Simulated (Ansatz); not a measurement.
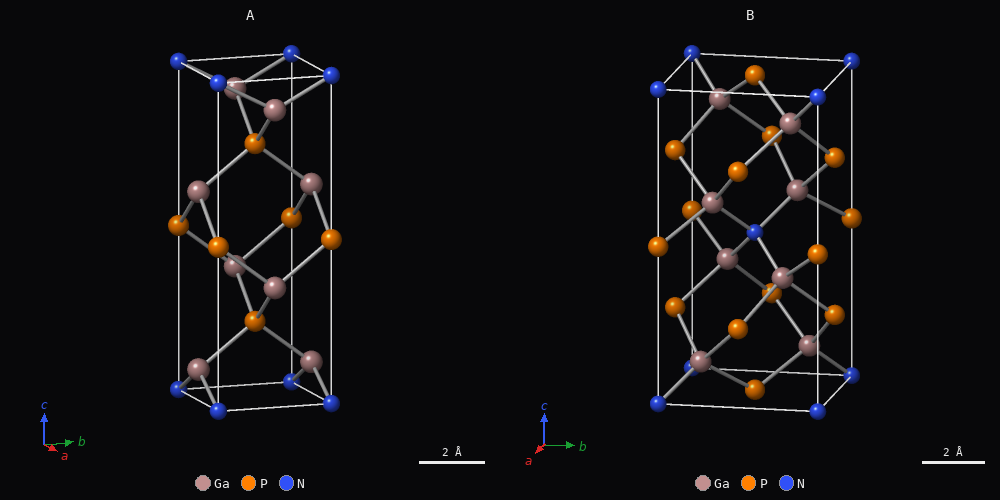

Two structures of Ga4P3N, each relaxed to rest (conventional cells in solid outline, small ones repeated, not to one scale). Method: DFT, PBE, plane waves, PAW in Ansatz, without spin polarisation.

What structure does each panel show?

A: 8 atoms a cell on a primitive tetragonal lattice, P-4m2. B: 16 atoms a cell on a body-centred tetragonal lattice, I-42m.

Which has the lower energy, and by how much?

B is lower, by 52 meV/atom at this level of theory (energies at zero smearing). Volumes: A 18.3, B 18.2 Å³/atom.

One or both may be structure types tried for this composition rather than known phases.
